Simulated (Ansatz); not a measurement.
Stretching the C4–H6 bond in C2H7B (SMILES BCC) (multiplicity 1 held, fragments rigid). Energies count from the point at 1.097 Å.
Geometry at that point (charge 0, multiplicity 1):
```xyz
10

B     -0.745     1.010     0.739
H     -1.056     1.270     1.863
H     -1.142     1.718    -0.138
C      0.204    -0.184     0.454
C      0.382    -0.637    -0.997
H     -0.032    -1.030     1.110
H      1.170     0.176     0.857
H      0.674     0.198    -1.636
H     -0.551    -1.039    -1.398
H      1.143    -1.415    -1.094
```

R- and RO- levels are restricted; in cc, def2 and unpolarised 6-31G sets they are followed outwards from rest. Unrestricted levels (U-) break spin symmetry where that is lower. Active spaces are followed from a long bond inwards. Levels need not reach the same state.

Cores are frozen in the correlated methods.

The values were computed with Ansatz (a first-principles code) with Gaussian orbitals. 

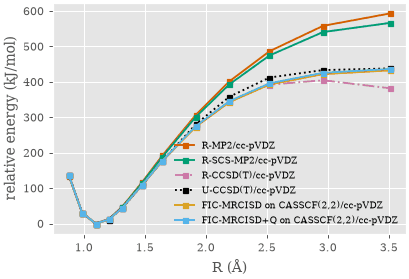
Fig. 1. Relative energy along the coordinate

Doubts at one or more of the structures used: a restricted determinant that unrestricted orbitals would lower (R-MP2/cc-pVDZ, R-SCS-MP2/cc-pVDZ, R-CCSD(T)/cc-pVDZ); other coupled-cluster roots lie near (R-CCSD(T)/cc-pVDZ); T1 above 0.05 (R-CCSD(T)/cc-pVDZ, U-CCSD(T)/cc-pVDZ); a spin-contaminated determinant (U-CCSD(T)/cc-pVDZ).
